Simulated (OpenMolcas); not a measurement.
## Run report: S2F2, excited-state calculation (part 1 of 3)

System: S2F2 (Difluorodisulfane).
Method: CASPT2/ANO-R1, sfX2C (OpenMolcas 26.06).

The geometry comes from this level: PBE0-D4/def2-TZVP.

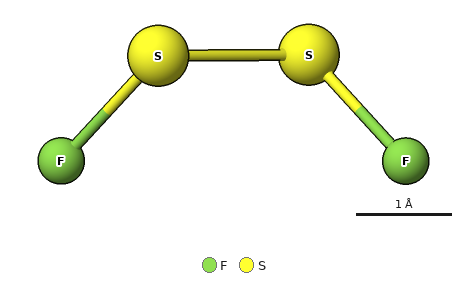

Fig. 1: The structure (ball-and-stick view, seen on its broad side).

## Input file
```
&GATEWAY
  Coord
  4
  angstrom
  F       -1.783750      -0.199930      -0.621590
  S       -0.467670       0.764150      -0.632370
  S        1.044990      -0.276390      -0.184720
  F        1.206410      -0.287820       1.438680
  Basis
  ANO-R1
  Group
  NoSym
  RICD

&SEWARD

&RASSCF
  FileOrb
  $CurrDir/step2.RasOrb
  Spin
  1
  Nactel
  6 0 0
  Inactive
  22
  Ras2
  6
  CIRoot
  3 3 1
  OrbListing
  Nothing
  OrbAppear
  Compact

&CASPT2
  Multistate
  all
  Imaginary
  0.2

&RASSI
  NrOfJobIphs
  1 all
  IphNames
  JOBMIX
  EJob
```

Launch command:
```bash
export MOLCAS_MEM=1860
pymolcas step3.input > step3.log
```

## What the program printed
```
--- Start Module: gateway ---

                                              &GATEWAY

                       available to each process: 1.9 GB of memory, 1 thread

++    Symmetry information:
      ---------------------

                    Character Table for C1

                             E
                    a        1  x, y, xy, Rz, z, xz, Ry, yz, Rx, I
--

++    Basis set information:
      ----------------------

      Basis set label: F.ANO-R...3S2P1D.

      Electronic valence basis set:
      ------------------
      Associated Effective Charge   9.000000 au
      Associated Actual Charge      9.000000 au
      Nuclear Model: Finite nucleus - Gaussian distribution
        Gaussian exponent, Xi/bohr**(-2):  5.35469E+08

      Shell  nPrim  nBasis  Cartesian Spherical Contaminant
         s      13       3        X
         p       8       2        X
         d       4       1                 X

      Basis set label: S.ANO-R...4S3P1D.

      Electronic valence basis set:
      ------------------
      Associated Effective Charge  16.000000 au
      Associated Actual Charge     16.000000 au
      Nuclear Model: Finite nucleus - Gaussian distribution
        Gaussian exponent, Xi/bohr**(-2):  4.04080E+08

      Shell  nPrim  nBasis  Cartesian Spherical Contaminant
         s      17       4        X
         p      11       3        X
         d       7       1                 X

      Basis set label: F.ANO-R...3S2P1D.

      Electronic valence basis set:
      ------------------
      Associated Effective Charge   9.000000 au
      Associated Actual Charge      9.000000 au
      Nuclear Model: Finite nucleus - Gaussian distribution
        Gaussian exponent, Xi/bohr**(-2):  5.35469E+08

      Shell  nPrim  nBasis  Cartesian Spherical Contaminant
         s      13       3        X
         p       8       2        X
         d       4       1                 X
--

++    Molecular structure info:
      -------------------------

                    ************************************************
                    **** Cartesian Coordinates / bohr, angstrom ****
                    ************************************************

     Center  Label                x              y              z                     x              y              z
        1      F1              -3.370799      -0.377813      -1.174635             -1.783750      -0.199930      -0.621590
        2      S2              -0.883768       1.444034      -1.195006             -0.467670       0.764150      -0.632370
        3      S3               1.974745      -0.522301      -0.349070              1.044990      -0.276390      -0.184720
        4      F4               2.279784      -0.543901       2.718711              1.206410      -0.287820       1.438680

                    ***************************************
                    *    InterNuclear Distances / bohr    *
                    ***************************************

               1 F1            2 S2            3 S3            4 F4
    1 F1       0.000000
    2 S2       3.082996        0.000000
    3 S3       5.410848        3.571160        0.000000
    4 F4       6.864024        5.410835        3.082985        0.000000

                    *******************************************
                    *    InterNuclear Distances / angstrom    *
                    *******************************************

               1 F1            2 S2            3 S3            4 F4
    1 F1       0.000000
    2 S2       1.631451        0.000000
    3 S3       2.863297        1.889776        0.000000
    4 F4       3.632285        2.863291        1.631446        0.000000
--

            Nuclear Potential Energy            230.12831906 au

--- Stop Module: gateway /rc=_RC_ALL_IS_WELL_ ---

--- Start Module: seward ---

                                              &SEWARD

                       available to each process: 1.9 GB of memory, 1 thread

               SEWARD will generate:
                  Multipole Moment integrals up to order  2
                  Kinetic Energy integrals
                  Nuclear Attraction integrals (finite nuclei - Gaussian type)
                  One-Electron Hamiltonian integrals
                  Velocity integrals
                  Relativistic X2C integrals
                  Orbital angular momentum around (  0.1388   0.1173  -0.1965 )
                  Velocity quadrupole around (  0.1388   0.1173  -0.1965 )
                  Atomic mean-field integrals
                  RI decomposed two-electron repulsion integrals stored Cholesky style
                   - acCD auxiliary basis
                   - CD Threshold:   1.00E-04

                   Integrals are discarded if absolute value <: 1.00E-14
                   Integral cutoff threshold is set to       <: 1.00E-16

            Nuclear Potential Energy            230.12831906 au

      Basis set specifications :
      Symmetry species         a
      Basis functions           64

--- Stop Module: seward /rc=_RC_ALL_IS_WELL_ ---
--- Module seward spent 1 second ---

--- Start Module: rasscf ---

                                              &RASSCF

                       available to each process: 1.9 GB of memory, 1 thread

      Header of the ONEINT file:
      --------------------------

      OrdInt status: non-squared

      Cartesian coordinates in angstrom:
      -----------------------------------------------------
      No.  Label        X            Y            Z
      -----------------------------------------------------
       1   F1        -1.78375000  -0.19993000  -0.62159000
       2   S2        -0.46767000   0.76415000  -0.63237000
       3   S3         1.04499000  -0.27639000  -0.18472000
       4   F4         1.20641000  -0.28782000   1.43868000
      -----------------------------------------------------
      Nuclear repulsion energy =  230.12831906

++    Wave function specifications:
      -----------------------------

      Number of closed shell electrons          44
      Number of electrons in active shells       6
      Max number of holes in RAS1 space          0
      Max nr of electrons in RAS3 space          0
      Number of inactive orbitals               22
      Number of active orbitals                  6
      Number of secondary orbitals              36
      Spin quantum number                      0.0
      State symmetry                             1
--

++    Orbital specifications:
      -----------------------

      Symmetry species                           1
                                                 a
      Frozen orbitals                            0
      Inactive orbitals                         22
      Active orbitals                            6
      RAS1 orbitals                              0
      RAS2 orbitals                              6
      RAS3 orbitals                              0
      Secondary orbitals                        36
      Deleted orbitals                           0
      Number of basis functions                 64
--

++    CI expansion specifications:
      ----------------------------

      Number of CSFs                           175
      Number of spin combinations              210
      Number of determinants                   400
      Number of root(s) required                 3
      Root chosen for geometry opt.              3
      CI roots used                              1     2     3
      weights                                0.333 0.333 0.333
      highest root included in the CI            3
      max. size of the explicit Hamiltonian    175
--

++    Optimization specifications:
      ----------------------------

      RASSCF algorithm: LK RI/DF
      Maximum number of macro iterations       200
      Maximum number of SX iterations          100
      Threshold for RASSCF energy            1.000E-08
      Threshold for max MO rotation          1.000E-01
      Threshold for max BLB element          1.000E-04
      Level shift parameter                  5.000E-01
      Make Quasi-Newton update
--

      The MO-coefficients are taken from the file:
      step2.RasOrb
      Title: RASSCF average (pseudo-natural) orbitals

      Total molecular charge    0.00

      ************************************************************************************************************************
      *                                            Wave function control section                                             *
      ************************************************************************************************************************

                                         RASSCF iterations: Energy and convergence statistics
                                         ----------------------------------------------------

          iter iter root      energy       change     param      element    value   shift minimum  type update hh:mm:ss
 Nr of preliminary CI iterations:   1
        1   1    4    0  -996.19609999    0.00E+00  -1.07E-05   19  26 1 -3.87E-06   0.24   0.00    SX    NO    0:00:00
        2   1    3    0  -996.19609999   -3.23E-10  -8.45E-06   19  26 1 -2.17E-06   0.24   0.00    SX    NO    0:00:00
        3   1    3    0  -996.19609999   -1.16E-10  -6.45E-06   19  26 1 -1.37E-06   0.24   0.00    SX    NO    0:00:00
        4   1    3    0  -996.19609999   -4.98E-11   4.94E-06   19  26 1 -7.81E-07   0.24   0.00    SX    NO    0:00:00
      Convergence after  4 iterations
        5   1    3    0  -996.19609999   -2.47E-11   4.94E-06   27  44 1  5.59E-07   0.24   0.00    SX    NO    0:00:00

      ************************************************************************************************************************
                                                      Wave function printout:
                       occupation of active orbitals, and spin coupling of open shells (u,d: Spin up or down)
      ************************************************************************************************************************

      Note: transformation to natural orbitals
      has been made, which may change the order of the CSFs.

      printout of CI-coefficients larger than  0.05 for root  1
      energy=    -996.346011
      conf/sym  111111     Coeff  Weight
             1  222000  -0.97965 0.95972
            11  220200   0.05446 0.00297
            18  2udud0  -0.06726 0.00452
            31  202020   0.05365 0.00288
            46  022002   0.07334 0.00538
            47  2uudd0  -0.05988 0.00359
            51  u2ud0d   0.06035 0.00364
            55  uu20dd  -0.06016 0.00362

      printout of CI-coefficients larger than  0.05 for root  2
      energy=    -996.128290
      conf/sym  111111     Coeff  Weight
             2  22ud00  -0.56673 0.32118
             3  22u0d0  -0.45125 0.20363
             5  2u2d00  -0.12389 0.01535
             6  2u20d0  -0.56689 0.32137
            11  220200   0.13028 0.01697
            18  2udud0  -0.23106 0.05339
            26  u2du0d   0.05564 0.00310
            31  202020   0.14155 0.02004
            39  ud20ud  -0.06117 0.00374
            47  2uudd0  -0.10585 0.01120

      printout of CI-coefficients larger than  0.05 for root  3
      energy=    -996.113999
      conf/sym  111111     Coeff  Weight
             2  22ud00   0.30339 0.09205
             3  22u0d0  -0.84890 0.72064
             5  2u2d00  -0.18706 0.03499
             6  2u20d0   0.32186 0.10359
            11  220200  -0.06868 0.00472
            18  2udud0   0.09759 0.00952
            31  202020  -0.05276 0.00278
            47  2uudd0   0.05598 0.00313
            95  02u0d2   0.06816 0.00465

      Natural orbitals and occupation numbers for root  1
      sym 1:   1.973110   1.970205   1.973955   0.030772   0.025391   0.026566

      Natural orbitals and occupation numbers for root  2
      sym 1:   1.970121   1.776192   1.100065   0.222583   0.902003   0.029037

      Natural orbitals and occupation numbers for root  3
      sym 1:   1.975803   1.954571   1.006412   0.044695   0.995607   0.022912

      ************************************************************************************************************************
      *                                                    Final results                                                     *
      ************************************************************************************************************************

++    Final optimization conditions:
      ------------------------------

      Average CI energy                            -996.19609999
      RASSCF energy for state  3                   -996.11399912
      Super-CI energy                                -0.00000000
      RASSCF energy change                           -0.00000000
      Max change in MO coefficients              -5.906E-06
      Max non-diagonal density matrix element     4.940E-06
      Maximum BLB matrix element                  5.590E-07
      (orbital pair  27,  44 in symmetry   1)
      Norm of electronic gradient            8.700E-02
--

      Final state energy(ies):
      ------------------------

::    RASSCF root number  1 Total energy:   -996.34601078
::    RASSCF root number  2 Total energy:   -996.12829007
::    RASSCF root number  3 Total energy:   -996.11399912
      Von Neumann Entropy (Root   1) =  0.31471

      Mulliken population analysis for root number:  1
      -----------------------------------------------

++    Molecular charges:
      ------------------

      Mulliken charges per centre
      ---------------------------

                F1      S2      S3      F4
      Total    9.3206 15.6824 15.6660  9.3309

      N-E     -0.3206  0.3176  0.3340 -0.3309

      Total electronic charge=   50.000000

      Total            charge=   -0.000000
--

      Expectation values of various properties for root number:  1
      -----------------------------------------------------------

++    Molecular properties:
      ---------------------

      Charge (e):
                      =   -0.0000
      Dipole Moment (debye):
      Origin of the operator (angstrom)=    0.0735    0.0621   -0.1040
                   X=  1.0759E+00               Y=  9.0046E-01               Z= -1.4588E+00           Total=  2.0240E+00
      Quadrupole Moment (debye*angstrom):
      Origin of the operator (angstrom)=    0.0735    0.0621   -0.1040
                  XX= -3.6469E+01              XY= -1.9403E+00              XZ= -1.8446E+00              YY= -3.3660E+01
                  YZ= -3.4937E-01              ZZ= -3.7095E+01
      In traceless form (debye*angstrom)
                  XX= -1.0915E+00              XY= -2.9104E+00              XZ= -2.7669E+00              YY=  3.1224E+00
                  YZ= -5.2406E-01              ZZ= -2.0308E+00
--

      LoProp population analysis for root number:  1
      -----------------------------------------------

++    LoProp analysis:
      ----------------

++    Static properties:
      ------------------

      LoProp Charges per center
```
